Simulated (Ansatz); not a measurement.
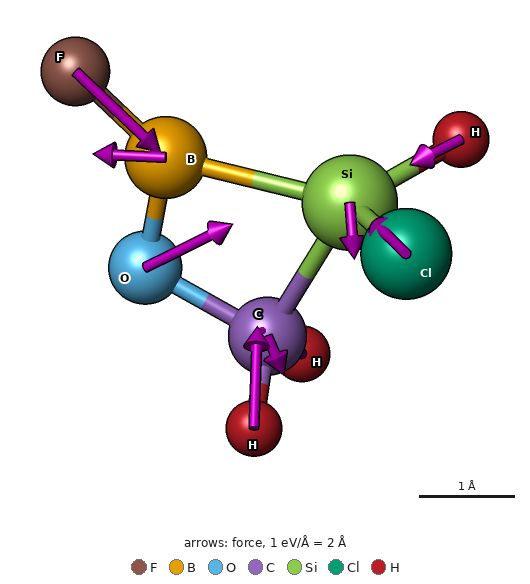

Starting geometry of CH$_{3}$BClFOSi with the computed forces as purple arrows. Style: ball-and-stick. Shown at a tilt.

The start comes from PBE-D4/def2-SVP.

Level of theory: RKS PBE0-D4/def2-TZVP in Ansatz. Set-up: force threshold 0.005 eV/Å; at most 150 steps.

**Is this structure relaxed? If not, where do the atoms go?**

It isn't relaxed: the largest force vector, on the F atom, is 0.63 eV/Å. The final displacements follow the starting forces only in part (cosine between the two patterns 0.64). An H atom moves most after the best rigid fit: 0.040 Å. By element the largest moves are H 0.040 Å, O 0.038 Å, Cl 0.037 Å, F 0.024 Å, Si 0.019 Å, C 0.011 Å. Some distances before and after: Cl–Si 2.086 → 2.053 Å, C–Si 1.934 → 1.908 Å, H–Si 1.503 → 1.484 Å, C–H 1.109 → 1.090 Å. After 8 accepted moves (9 points after the start) the energy has fallen by 0.98 kcal/mol. The largest force component goes from 0.58 to 0.0021 eV/Å. The line search rejected the trial step at point 8 of the run.
